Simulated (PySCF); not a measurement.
```yaml
atoms:
  - { symbol: Ta, position_ang: [-0.0016, 0.0051, -0.0139] }
  - { symbol: N, position_ang: [0.0528, -0.0195, 1.7606] }
  - { symbol: H, position_ang: [0.0752, -0.0405, 2.7719] }
  - { symbol: O, position_ang: [1.6353, -0.7083, -0.6774] }
  - { symbol: C, position_ang: [2.8672, -1.2738, -0.3693] }
  - { symbol: H, position_ang: [3.0418, -1.2979, 0.7209] }
  - { symbol: H, position_ang: [3.6819, -0.6950, -0.8374] }
  - { symbol: H, position_ang: [2.9219, -2.3075, -0.7519] }
  - { symbol: O, position_ang: [-0.2241, 1.8079, -0.5867] }
  - { symbol: C, position_ang: [-0.3449, 3.1402, -0.2107] }
  - { symbol: H, position_ang: [-0.3070, 3.2579, 0.8867] }
  - { symbol: H, position_ang: [-1.3022, 3.5552, -0.5706] }
  - { symbol: H, position_ang: [0.4710, 3.7387, -0.6515] }
  - { symbol: O, position_ang: [-1.4713, -1.0545, -0.5970] }
  - { symbol: C, position_ang: [-2.5571, -1.8533, -0.2643] }
  - { symbol: H, position_ang: [-2.6740, -1.9460, 0.8300] }
  - { symbol: H, position_ang: [-2.4331, -2.8656, -0.6860] }
  - { symbol: H, position_ang: [-3.4882, -1.4263, -0.6757] }
```

Geometry: PBE0-D3(BJ)/def2-SVP; core potentials replace the inner electrons of Ta.

Method: PBE0/def2-SVPD, SCF density, gas phase, scalar-relativistic core potentials on the heavy atoms in PySCF 2.14.0.

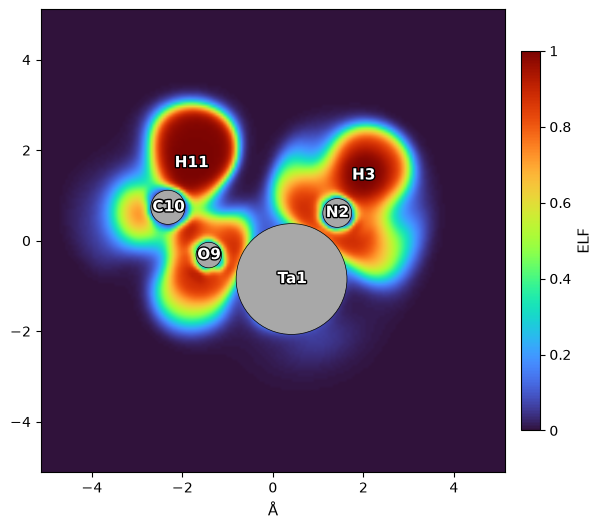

C3H10NO3Ta (Ta(NH)(OMe)3). ELF on the plane of atoms O9, C10 and H11. Grey discs cover the atomic cores.

Q: What does the map show?

A: Atoms in the plane: Ta, N, H, O and C.
C–O (1.39 Å): the ELF peaks at about 0.90 between the atoms (a polar covalent bond).
Ta–N (1.78 Å): the ELF peaks at about 0.75 in the valence shell of N, 0.6 Å from its nucleus, and drops to about 0.35 between the two atoms.
Ta–O (1.90 Å): the ELF peaks at about 0.80 in the valence shell of O, 0.5 Å from its nucleus, and drops to about 0.20 between the two atoms.
N–H (1.01 Å): the ELF climbs to about 1 towards the hydrogen, as it does in any bond to H; an ordinary covalent bond to hydrogen.
C–H (1.10 Å): the ELF climbs to about 1 towards the hydrogen: a covalent bond by its length.
